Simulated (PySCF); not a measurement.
**C₇H₈O₂: a tour of settings**

Aim: see how C₇H₈O₂ (`O=C(O)[C@H]1C=CC=CC1`) answers to the choice of functional, basis, grid and SCF options.

Programs: PySCF 2.14.0, with density-fitted response routines of our own. Each step states its level of theory. These are calculated values for one molecule in the gas phase, unless marked as measured. Atoms are numbered from 0 throughout.

### 1 The molecule as given

17 atoms, charge 0, multiplicity 1; geometry from: GFN2-xTB.

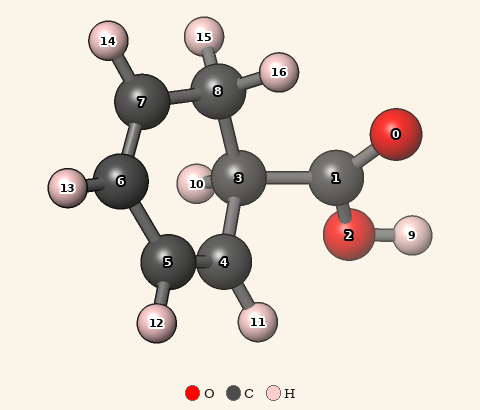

The starting geometry (oxygen red, carbon dark grey, hydrogen pink), atoms numbered.

### 2 Excited states and response: LC-wPBE/3-21G

What the job is given:

```
{"job": {"kind": "uv", "xc": "LC-wPBE", "basis": "3-21G", "nstates": 6, "ntriplets": 2, "tda": false}, "charge": 0, "multiplicity": 1}
O      2.161129     1.025319     1.184493
C      1.934649     0.464287     0.147335
O      2.904037    -0.046307    -0.622078
C      0.561314     0.213436    -0.441053
C      0.192133    -1.222582    -0.155233
C     -1.063995    -1.583881     0.091258
C     -2.134068    -0.606934     0.120610
C     -1.858220     0.695161     0.118707
C     -0.451925     1.203894     0.143314
H      3.772038     0.090714    -0.210293
H      0.650253     0.321565    -1.530360
H      0.991055    -1.946107    -0.220538
H     -1.316378    -2.620538     0.257135
H     -3.150637    -0.969138     0.145534
H     -2.641356     1.437356     0.161735
H     -0.384121     2.155243    -0.387227
H     -0.172907     1.400543     1.186752
```

Method: TDDFT LC-wPBE/3-21G, vertical, gas phase, core orbitals frozen in the response.

Launch:

```sh
OMP_NUM_THREADS=1 python probes_run.py task.json out
```

This one command runs all jobs of the session in turn.

The log of the run:

```text
coarse grid: 14736 points
cycle   1  E = -419.1259512573  dE =  2.093e+00  |g| = 9.567e-01  |ddm| = 4.364e+00
cycle   2  E = -419.0793537218  dE =  4.660e-02  |g| = 1.195e+00  |ddm| = 1.831e+00
cycle   3  E = -419.3197060247  dE = -2.404e-01  |g| = 1.387e-01  |ddm| = 1.075e+00
cycle   4  E = -419.3226604412  dE = -2.954e-03  |g| = 7.017e-02  |ddm| = 1.490e-01
cycle   5  E = -419.3235696118  dE = -9.092e-04  |g| = 7.108e-03  |ddm| = 6.709e-02
cycle   6  E = -419.3235938838  dE = -2.427e-05  |g| = 3.248e-03  |ddm| = 2.088e-02
cycle   7  E = -419.3235981410  dE = -4.257e-06  |g| = 1.030e-03  |ddm| = 5.335e-03
final grid: 143848 points
cycle   8  E = -419.3695142529  dE = -6.065e-05  |g| = 4.420e-03  |ddm| = 2.718e-02
cycle   9  E = -419.3695176293  dE = -3.376e-06  |g| = 3.564e-03  |ddm| = 8.814e-03
cycle  10  E = -419.3695199953  dE = -2.366e-06  |g| = 8.632e-04  |ddm| = 4.098e-03
cycle  11  E = -419.3695201488  dE = -1.535e-07  |g| = 3.630e-04  |ddm| = 9.748e-04
cycle  12  E = -419.3695201804  dE = -3.158e-08  |g| = 1.052e-04  |ddm| = 5.351e-04
cycle  13  E = -419.3695201834  dE = -2.988e-09  |g| = 3.239e-05  |ddm| = 1.221e-04
cycle  14  E = -419.3695201840  dE = -6.186e-10  |g| = 9.786e-06  |ddm| = 9.425e-05
converged SCF energy = -419.3695201840

Static polarisability (au): isotropic 63.156, principal 38.986 68.469 82.014

Singlet excitations
state   eV       nm        f      main configurations
  1   5.4241    228.6   0.14165   H->L 0.97
  2   5.9676    207.8   0.00474   H-1->L+1 0.83
  3   7.4877    165.6   0.00800   H->L+1 0.77, H-4->L 0.09
  4   7.5542    164.1   0.00309   H-3->L 0.36, H-4->L 0.29, H-2->L 0.17
  5   7.7934    159.1   0.04049   H-5->L 0.44, H-1->L 0.43
  6   8.1190    152.7   0.07318   H-5->L 0.28, H-1->L 0.20, H-4->L 0.20

Triplet excitations (Tamm-Dancoff, eV): 2.9566 5.0690
```

Wall time 17 s (1 thread of Arm Neoverse V2, shared host); peak memory 0.52 GiB.

Frontier orbitals and where they lie:

```tsv
orbital	eV	atoms
HOMO−3	-12.00	C5 19 %, C6 16 %, C4 12 %
HOMO−2	-11.55	O2 42 %, O0 40 %
HOMO−1	-10.43	O0 67 %, O2 12 %, C3 9 %
HOMO	-8.75	C7 27 %, C4 26 %, C6 18 %
LUMO	1.78	C4 29 %, C7 29 %, C5 18 %
LUMO+1	3.29	C1 47 %, O0 28 %, O2 9 %
LUMO+2	5.47	H9 39 %, O2 17 %, C6 8 %
```

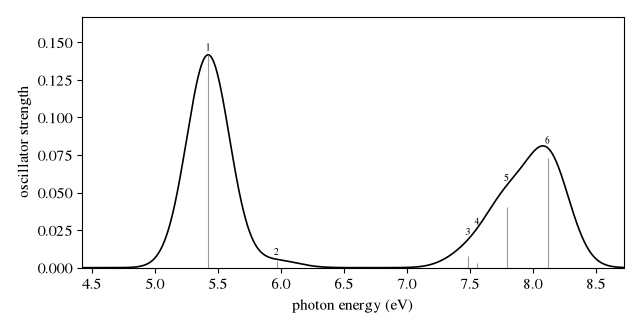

Absorption spectrum from the 6 singlet states computed; above the last one it falls off for lack of states. Lines are broadened to a width of 0.40 eV (Gaussian).

Further results of this job:

```tsv
property	computed
dipole moment (D)	1.16
polarisability (Å³)	9.36
HOMO–LUMO gap (eV)	10.52
−ε(HOMO) (eV)	8.75
```

### 3 Excited states and response: wB97X/6-31++G**

Settings changed since step 2:

```diff
@@ -1,2 +1,2 @@
-{"job": {"kind": "uv", "xc": "LC-wPBE", "basis": "3-21G", "nstates": 6, "ntriplets": 2, "tda": false}, "charge": 0, "multiplicity": 1}
+{"job": {"kind": "uv", "xc": "wB97X", "basis": "6-31++G**", "nstates": 25, "ntriplets": 2, "tda": false, "scf": {"conv": 1e-06}}, "charge": 0, "multiplicity": 1}
 O      2.161129     1.025319     1.184493
```

Method: TDDFT wB97X/6-31++G**, vertical, gas phase, core orbitals frozen in the response.

The log of the run:

```text
final grid: 143848 points
cycle   1  E = -421.7289457384  dE =  2.122e+00  |g| = 9.193e-01  |ddm| = 6.555e+00
cycle   2  E = -421.6735370956  dE =  5.541e-02  |g| = 1.153e+00  |ddm| = 5.665e+00
cycle   3  E = -421.9053155862  dE = -2.318e-01  |g| = 1.244e-01  |ddm| = 2.187e+00
cycle   4  E = -421.9077841861  dE = -2.469e-03  |g| = 6.785e-02  |ddm| = 7.966e-01
cycle   5  E = -421.9086886266  dE = -9.044e-04  |g| = 1.026e-02  |ddm| = 4.368e-01
cycle   6  E = -421.9087245331  dE = -3.591e-05  |g| = 3.652e-03  |ddm| = 7.673e-02
cycle   7  E = -421.9087299336  dE = -5.400e-06  |g| = 1.380e-03  |ddm| = 3.861e-02
cycle   8  E = -421.9087309192  dE = -9.857e-07  |g| = 4.514e-04  |ddm| = 1.209e-02
converged SCF energy = -421.9087309192

Static polarisability (au): isotropic 82.578, principal 62.787 85.155 99.792

Singlet excitations
state   eV       nm        f      main configurations
  1   4.9682    249.6   0.13650   H->L 0.94
  2   6.0053    206.5   0.00371   H-1->L+7 0.37, H-1->L+6 0.14, H-1->L+8 0.12
  3   6.1239    202.5   0.00578   H->L+1 0.62, H->L+2 0.18
  4   6.5749    188.6   0.01998   H->L+3 0.29, H->L+7 0.23, H->L+6 0.12
  5   6.8482    181.0   0.02763   H->L+2 0.30, H->L+4 0.28, H->L+3 0.22
  6   7.0394    176.1   0.01019   H->L+3 0.32, H->L+7 0.23, H->L+4 0.12
  7   7.1732    172.8   0.00589   H-2->L 0.57, H-3->L 0.18, H-4->L 0.13
  8   7.2083    172.0   0.01415   H->L+5 0.45, H->L+7 0.17
  9   7.3992    167.6   0.01946   H-1->L 0.39, H-5->L 0.28
 10   7.4783    165.8   0.01440   H-5->L 0.18, H->L+8 0.15, H->L+6 0.11
 11   7.5958    163.2   0.01193   H->L+5 0.23, H->L+4 0.21, H->L+2 0.17
 12   7.6404    162.3   0.06978   H-3->L 0.27, H-5->L 0.17, H-1->L 0.17
 13   7.7989    159.0   0.03799   H-1->L+1 0.29, H->L+6 0.15, H-1->L+2 0.11
 14   7.8628    157.7   0.08080   H->L+6 0.28, H-1->L+1 0.14
 15   8.2009    151.2   0.04058   H->L+10 0.29, H-1->L 0.12, H->L+9 0.09
 16   8.2625    150.1   0.01401   H->L+10 0.20, H->L+13 0.18, H-3->L 0.09
 17   8.4337    147.0   0.06266   H->L+12 0.37
 18   8.5012    145.8   0.02708   H->L+9 0.48, H->L+8 0.17, H->L+10 0.10
 19   8.5771    144.6   0.33128   H->L+13 0.49, H-3->L 0.14, H->L+12 0.09
 20   8.6543    143.3   0.00938   H-4->L+1 0.30, H-4->L+2 0.20, H-2->L+1 0.10
 21   8.6585    143.2   0.10258   H-1->L+1 0.10, H-4->L+7 0.09, H-1->L+2 0.08
 22   8.9724    138.2   0.00814   H-1->L+2 0.20
 23   9.0703    136.7   0.01159   H-1->L+3 0.33
 24   9.0825    136.5   0.01664   H-6->L 0.27, H-7->L 0.12, H-4->L 0.09
 25   9.1112    136.1   0.01082   H->L+11 0.29, H->L+16 0.10

Triplet excitations (Tamm-Dancoff, eV): 2.9883 5.0933
```

Wall time 81 s (1 thread of Arm Neoverse V2, shared host); peak memory 1 GiB.

This run: HOMO -8.60 eV, LUMO 1.12 eV; lowest singlet 4.97 eV.

### 4 Excited states and response: PBE0/LANL2DZ

What the job is given:

```
{"job": {"kind": "uv", "xc": "PBE0", "basis": "LANL2DZ", "nstates": 3, "ntriplets": 5, "tda": false, "scf": {"max_cycle": 73}}, "charge": 0, "multiplicity": 1}
O      1.728903     0.820255     0.947594
C      1.547719     0.371430     0.117868
O      2.323230    -0.037046    -0.497662
C      0.449051     0.170749    -0.352842
C      0.153706    -0.978066    -0.124186
C     -0.851196    -1.267105     0.073006
C     -1.707254    -0.485547     0.096488
C     -1.486576     0.556129     0.094966
C     -0.361540     0.963115     0.114651
H      3.017630     0.072571    -0.168234
H      0.520202     0.257252    -1.224288
H      0.792844    -1.556886    -0.176430
H     -1.053102    -2.096430     0.205708
H     -2.520510    -0.775310     0.116427
H     -2.113085     1.149885     0.129388
H     -0.307297     1.724194    -0.309782
H     -0.138326     1.120434     0.949402
```

Method: TDDFT PBE0/LANL2DZ, vertical, gas phase, core orbitals frozen in the response.

The log of the run:

```text
final grid: 143848 points
cycle   1  E = -419.5148667355  dE =  9.123e+00  |g| = 1.058e+00  |ddm| = 7.459e+00
cycle   2  E = -419.5299232370  dE = -1.506e-02  |g| = 1.083e+00  |ddm| = 4.235e+00
cycle   3  E = -419.7765880650  dE = -2.467e-01  |g| = 1.531e-01  |ddm| = 2.211e+00
cycle   4  E = -419.7807391894  dE = -4.151e-03  |g| = 3.885e-02  |ddm| = 2.547e-01
cycle   5  E = -419.7810062869  dE = -2.671e-04  |g| = 6.381e-03  |ddm| = 5.497e-02
cycle   6  E = -419.7810145943  dE = -8.307e-06  |g| = 1.675e-03  |ddm| = 1.388e-02
cycle   7  E = -419.7810152011  dE = -6.069e-07  |g| = 2.290e-04  |ddm| = 4.015e-03
cycle   8  E = -419.7810152129  dE = -1.181e-08  |g| = 6.773e-05  |ddm| = 6.888e-04
cycle   9  E = -419.7810152140  dE = -1.073e-09  |g| = 2.630e-05  |ddm| = 1.787e-04
cycle  10  E = -419.7810152142  dE = -1.667e-10  |g| = 2.775e-06  |ddm| = 5.764e-05
converged SCF energy = -419.7810152142

Static polarisability (au): isotropic 43.917, principal 33.982 44.823 52.945

Singlet excitations
state   eV       nm        f      main configurations
  1   6.5580    189.1   0.14206   H->L 0.98
  2   7.8308    158.3   0.04744   H-1->L 0.94
  3   8.3493    148.5   0.00917   H-2->L 0.95

Triplet excitations (Tamm-Dancoff, eV): 4.8130 7.5141 7.9724 8.4215 8.6091
```

Wall time 12 s (1 thread of Arm Neoverse V2, shared host); peak memory 0.73 GiB.

It converged, yet the result is unsound: all coordinates were scaled by 0.8. Its HOMO lies at -6.13 eV, against -8.75 eV in step 2 (LC-wPBE/3-21G), a different level, so the two don't compare directly.

### 5 Shielding tensors: B97-D/pcSseg-1

What the job is given:

```
{"job": {"kind": "nmr", "xc": "B97-D", "basis": "pcSseg-1", "pop": false}, "charge": 0, "multiplicity": 1}
O      2.161129     1.025319     1.184493
C      1.934649     0.464287     0.147335
O      2.904037    -0.046307    -0.622078
C      0.561314     0.213436    -0.441053
C      0.192133    -1.222582    -0.155233
C     -1.063995    -1.583881     0.091258
C     -2.134068    -0.606934     0.120610
C     -1.858220     0.695161     0.118707
C     -0.451925     1.203894     0.143314
H      3.772038     0.090714    -0.210293
H      0.650253     0.321565    -1.530360
H      0.991055    -1.946107    -0.220538
H     -1.316378    -2.620538     0.257135
H     -3.150637    -0.969138     0.145534
H     -2.641356     1.437356     0.161735
H     -0.384121     2.155243    -0.387227
H     -0.172907     1.400543     1.186752
```

Method: GIAO B97-D/pcSseg-1 NMR shielding, non-relativistic, gas phase.

The log of the run:

```text
coarse grid: 14736 points
cycle   1  E = -421.3124653996  dE =  1.381e+00  |g| = 1.116e+00  |ddm| = 3.988e+00
cycle   2  E = -420.4276956188  dE =  8.848e-01  |g| = 2.332e+00  |ddm| = 2.755e+00
cycle   3  E = -421.4743775596  dE = -1.047e+00  |g| = 6.301e-01  |ddm| = 2.279e+00
cycle   4  E = -421.5536459300  dE = -7.927e-02  |g| = 1.472e-01  |ddm| = 5.395e-01
cycle   5  E = -421.5565654552  dE = -2.920e-03  |g| = 6.587e-02  |ddm| = 1.338e-01
cycle   6  E = -421.5574933465  dE = -9.279e-04  |g| = 2.356e-02  |ddm| = 7.388e-02
cycle   7  E = -421.5576107252  dE = -1.174e-04  |g| = 1.178e-02  |ddm| = 3.143e-02
cycle   8  E = -421.5576476024  dE = -3.688e-05  |g| = 2.512e-03  |ddm| = 1.268e-02
cycle   9  E = -421.5576489774  dE = -1.375e-06  |g| = 8.132e-04  |ddm| = 3.075e-03
final grid: 143848 points
cycle  10  E = -421.6421341501  dE = -1.474e-04  |g| = 9.474e-03  |ddm| = 5.193e-02
cycle  11  E = -421.6420784645  dE =  5.569e-05  |g| = 1.833e-02  |ddm| = 2.266e-02
cycle  12  E = -421.6421505099  dE = -7.205e-05  |g| = 5.058e-03  |ddm| = 1.722e-02
cycle  13  E = -421.6421556436  dE = -5.134e-06  |g| = 1.112e-03  |ddm| = 4.520e-03
cycle  14  E = -421.6421558838  dE = -2.401e-07  |g| = 3.539e-04  |ddm| = 1.091e-03
cycle  15  E = -421.6421559061  dE = -2.239e-08  |g| = 1.025e-04  |ddm| = 3.127e-04
cycle  16  E = -421.6421559079  dE = -1.730e-09  |g| = 5.268e-05  |ddm| = 1.254e-04
cycle  17  E = -421.6421559086  dE = -7.051e-10  |g| = 1.316e-05  |ddm| = 5.734e-05
converged SCF energy = -421.6421559086

GIAO shielding tensors (ppm)
atom      isotropic    diamagn.    paramagn.     s11        s22        s33       span
  0 O      -84.879     402.856    -487.735   -327.692   -211.506    284.561    612.253
  1 C        8.975     252.353    -243.379    -84.906     45.101     66.730    151.636
  2 O      121.858     389.935    -268.077    -17.689    139.524    243.739    261.429
  3 C      138.507     248.758    -110.250    130.317    136.666    148.539     18.222
  4 C       57.826     254.685    -196.859    -32.161     63.011    142.628    174.789
  5 C       55.080     252.038    -196.959    -51.425     58.418    158.246    209.670
  6 C       58.132     251.988    -193.856    -49.204     63.652    159.947    209.151
  7 C       52.345     254.457    -202.112    -47.019     49.426    154.627    201.647
  8 C      152.494     247.585     -95.091    136.262    154.825    166.395     30.133
  9 H       25.706      29.252      -3.547     20.078     23.352     33.688     13.610
 10 H       28.081      31.038      -2.958     25.108     26.840     32.295      7.187
 11 H       26.237      31.837      -5.600     23.664     25.596     29.452      5.789
 12 H       25.765      30.664      -4.900     24.388     24.599     28.307      3.919
 13 H       25.866      29.756      -3.890     24.740     24.887     27.972      3.232
 14 H       25.856      30.048      -4.192     24.247     25.749     27.572      3.325
 15 H       29.666      30.243      -0.576     25.767     28.650     34.582      8.815
 16 H       28.434      30.790      -2.355     23.748     28.417     33.138      9.390
```

Wall time 37 s (1 thread of Arm Neoverse V2, shared host); peak memory 0.87 GiB.

The references, computed at this level on geometries of the same kind, shield at (ppm): 1H TMS 31.85, 13C TMS 181.8, 17O H2O 332.1. Their shielding less the atom's gives the shift. The references are single molecules in the gas phase, so shifts against H2O, NH3, PH3, H3PO4 or CFCl3 are not on the usual liquid scales and can be off by tens of ppm.

```tsv
atoms	environment	σ (ppm)	δ (ppm)
C1	carboxylic acid carbon	9.0	172.8
C7	alkene CH	52.3	129.4
C5	alkene CH	55.1	126.7
C4	alkene CH	57.8	123.9
C6	alkene CH	58.1	123.6
C3	sp3 CH α to a carbonyl	138.5	43.3
C8	allylic sp3 CH2	152.5	29.3
H9	hydrogen on an acid hydroxyl oxygen	25.71	6.14
H12	hydrogen on an alkene CH	25.76	6.08
H14	hydrogen on an alkene CH	25.86	5.99
H13	hydrogen on an alkene CH	25.87	5.98
H11	hydrogen on an alkene CH	26.24	5.61
H10	hydrogen on an sp3 CH α to a carbonyl	28.08	3.77
H16	hydrogen on an allylic sp3 CH2	28.43	3.41
H15	hydrogen on an allylic sp3 CH2	29.67	2.18
O0	carbonyl oxygen	-84.9	417.0
O2	acid hydroxyl oxygen	121.9	210.2
```

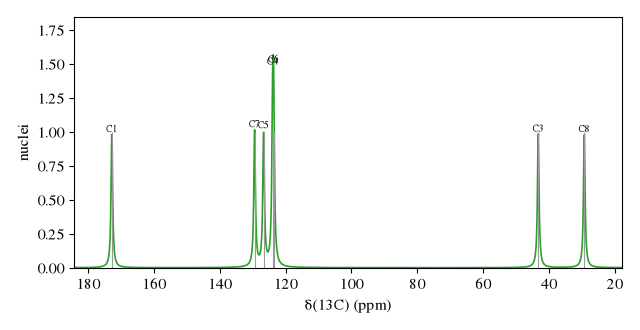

13C lines at the computed shifts, without couplings. Lines are broadened to a width of 0.57 ppm (Lorentzian).

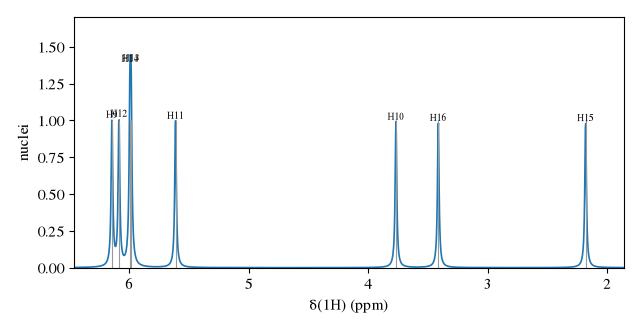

1H lines at the computed shifts, without couplings. Lines are broadened to a width of 0.02 ppm (Lorentzian).

Ring of atoms C3, C4, C5, C6, C7, C8: NICS(0) 2.1, NICS(1) -0.6, NICS(1)zz 4.4 ppm (means of both faces).

### 6 NMR shieldings: PBE0/6-311G**

Settings changed since step 5:

```diff
@@ -1,2 +1,2 @@
-{"job": {"kind": "nmr", "xc": "B97-D", "basis": "pcSseg-1", "pop": false}, "charge": 0, "multiplicity": 1}
+{"job": {"kind": "nmr", "xc": "PBE0", "basis": "6-311G**", "pop": false, "scf": {"guess": "vsap"}}, "charge": 0, "multiplicity": 1}
 O      2.161129     1.025319     1.184493
```

Method: GIAO PBE0/6-311G** NMR shielding, non-relativistic, gas phase.

The log of the run:

```text
final grid: 143848 points
cycle   1  E = -417.9302535663  dE =  2.061e+00  |g| = 3.724e+00  |ddm| = 7.866e+00
cycle   2  E = -402.5276929867  dE =  1.540e+01  |g| = 8.691e+00  |ddm| = 1.033e+01
cycle   3  E = -420.7397793495  dE = -1.821e+01  |g| = 2.076e+00  |ddm| = 6.912e+00
cycle   4  E = -421.2962672735  dE = -5.565e-01  |g| = 1.294e+00  |ddm| = 2.233e+00
cycle   5  E = -421.5805613995  dE = -2.843e-01  |g| = 4.146e-01  |ddm| = 1.118e+00
cycle   6  E = -421.6123109988  dE = -3.175e-02  |g| = 1.430e-01  |ddm| = 3.628e-01
cycle   7  E = -421.6150262218  dE = -2.715e-03  |g| = 6.938e-02  |ddm| = 1.331e-01
cycle   8  E = -421.6160533770  dE = -1.027e-03  |g| = 9.620e-03  |ddm| = 5.302e-02
cycle   9  E = -421.6160685894  dE = -1.521e-05  |g| = 5.652e-03  |ddm| = 1.089e-02
cycle  10  E = -421.6160757980  dE = -7.209e-06  |g| = 7.347e-04  |ddm| = 4.119e-03
cycle  11  E = -421.6160759168  dE = -1.188e-07  |g| = 2.120e-04  |ddm| = 9.255e-04
cycle  12  E = -421.6160759246  dE = -7.739e-09  |g| = 1.165e-04  |ddm| = 2.682e-04
cycle  13  E = -421.6160759279  dE = -3.334e-09  |g| = 3.268e-05  |ddm| = 1.145e-04
cycle  14  E = -421.6160759281  dE = -2.225e-10  |g| = 1.247e-05  |ddm| = 3.876e-05
converged SCF energy = -421.6160759281

GIAO shielding tensors (ppm)
atom      isotropic    diamagn.    paramagn.     s11        s22        s33       span
  0 O      -91.490     399.515    -491.005   -352.768   -224.867    303.164    655.933
  1 C       13.745     254.021    -240.277    -85.616     49.651     77.200    162.816
  2 O      135.971     383.625    -247.654     -8.649    156.257    260.305    268.954
  3 C      148.020     246.708     -98.688    139.366    145.966    158.727     19.361
  4 C       62.481     254.224    -191.743    -35.821     70.143    153.121    188.942
  5 C       59.627     251.628    -192.001    -54.033     65.299    167.615    221.648
  6 C       62.930     251.375    -188.446    -51.550     71.306    169.033    220.583
  7 C       56.841     253.747    -196.906    -50.383     56.739    164.166    214.549
  8 C      162.623     245.474     -82.851    147.072    164.616    176.180     29.108
  9 H       26.154      29.003      -2.849     20.430     23.383     34.649     14.220
 10 H       28.323      31.249      -2.926     25.156     26.995     32.819      7.663
 11 H       26.278      31.271      -4.993     23.670     25.475     29.687      6.017
 12 H       25.829      30.291      -4.462     24.259     24.561     28.668      4.409
 13 H       25.938      29.464      -3.526     24.671     24.757     28.387      3.717
 14 H       25.898      30.056      -4.159     24.240     25.612     27.840      3.600
 15 H       29.904      31.022      -1.118     25.787     28.781     35.145      9.358
 16 H       28.670      30.897      -2.227     23.665     28.680     33.664      9.999
```

Wall time 32 s (1 thread of Arm Neoverse V2, shared host); peak memory 1.1 GiB.

Key values: δ C1 176.6, C7 133.5, C5 130.8, C4 127.9, H12 6.25, H14 6.18 ppm.

### 7 Side by side: electronic excitations

Excitations and ground-state properties, with basis size and wall time:

```tsv
run	lowest singlet (eV)	brightest (eV)	f	gap (eV)	α (Å³)	μ (D)	functions	time
LC-wPBE/3-21G	5.42	5.42	0.142	10.52	9.36	1.16	97	17 s
wB97X/6-31++G**	4.97	8.58	0.331	9.72	12.24	1.45	210	81 s
```

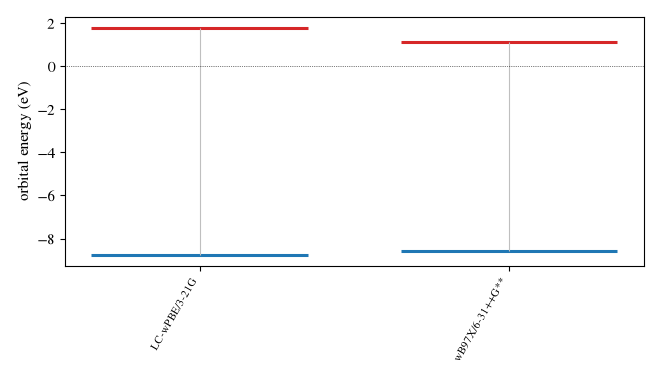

HOMO (blue) and LUMO (red) run by run.

### 8 Run by run: NMR shifts

Shifts (ppm) of some atoms, chosen among heavy atoms and hydrogens apart, with basis size and wall time:

```tsv
run	C1	C7	C5	C4	H9	H11	O0	functions	time
B97-D/pcSseg-1	172.8	129.4	126.7	123.9	6.14	5.61	417.0	193	37 s
PBE0/6-311G**	176.6	133.5	130.8	127.9	5.93	5.80	434.8	210	32 s
```

### 9 Summary of results

```
                               quantity                                               value
         lowest singlet (LC-wPBE/3-21G)                         5.42 eV (229 nm), f = 0.142
                         lowest triplet                                             2.96 eV
13C shifts against TMS (B97-D/pcSseg-1)   172.8, 129.4, 126.7, 123.9, 123.6, 43.3, 29.3 ppm
 1H shifts against TMS (B97-D/pcSseg-1)  6.14, 6.08, 5.99, 5.98, 5.61, 3.77, 3.41, 2.18 ppm
17O shifts against H2O (B97-D/pcSseg-1)                                    417.0, 210.2 ppm
            range of the lowest singlet                                     4.97 to 5.42 eV
               range of the shift of O0                                  417.0 to 434.8 ppm
          property runs in this session     5, of which 0 failed and 1 gave unsound results
```

**Reading.** Single values in the summary come from the first run of each kind that ended normally (LC-wPBE/3-21G; B97-D/pcSseg-1), which need not be the best level. The lowest singlet, at 5.42 eV, is HOMO→LUMO 0.97 and is bright. The lowest triplet lies 2.47 eV below the lowest singlet (triplets in Tamm-Dancoff, singlets in full TDDFT). C1 (carboxylic acid carbon) lies farthest downfield among carbon, at 172.8 ppm; it is a carbonyl in resonance with an O or N lone pair, the region of acids, esters and amides. At B97-D/pcSseg-1: The largest span, 612 ppm, is at O0, where the paramagnetic term is -488 ppm. The lowest singlet runs from 4.97 eV (wB97X/6-31++G**) to 5.42 eV (LC-wPBE/3-21G), while the orbital gap spans 9.72 to 10.52 eV. The lowest state need not be the same one in every run. The runs solved for a few states only, so the brightest column depends on that window. Across the 2 runs the shift of O0 moves most, between 417.0 (B97-D/pcSseg-1) and 434.8 ppm (PBE0/6-311G**). Part of that comes from the computed reference.
